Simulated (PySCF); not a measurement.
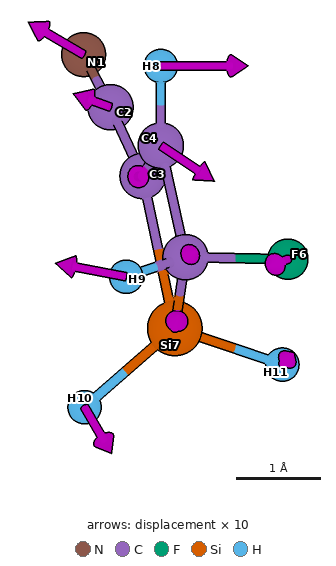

A relaxation of C4H4FNSi. The starting structure is drawn; purple arrows show the displacements, magnified 10 times. The two geometries are superimposed by the best rigid fit.

A ball-and-stick model, seen from a free direction.

The start comes from GFN2-xTB. Its atoms were then displaced at random by about 0.01 Å.

Theory: PySCF 2.14.0, density-fitted response routines, PBE0-D3(BJ)/def2-SVP geometry optimisation, gas phase. 

**What happened in the run?**

After 8 geometry steps the energy has fallen by 0.222 eV. The largest move after the best rigid fit is that of an H atom, 0.12 Å. Largest moves by element: H 0.12 Å, N 0.08 Å, C 0.08 Å, F 0.06 Å, Si 0.05 Å. Near-neighbour distances that change, for instance: H–Si 1.451 → 1.492 Å, C–C 1.540 → 1.507 Å, C–H 1.073 → 1.106 Å, C–C 1.327 → 1.356 Å. Bond angles that change, for instance: C–C–Si 97.7° → 92.2°, C–C–H 132.4° → 127.7°, C–C–C 102.5° → 107.0°. The run took 54 s on 1 thread of Arm Neoverse V1, on a shared host.
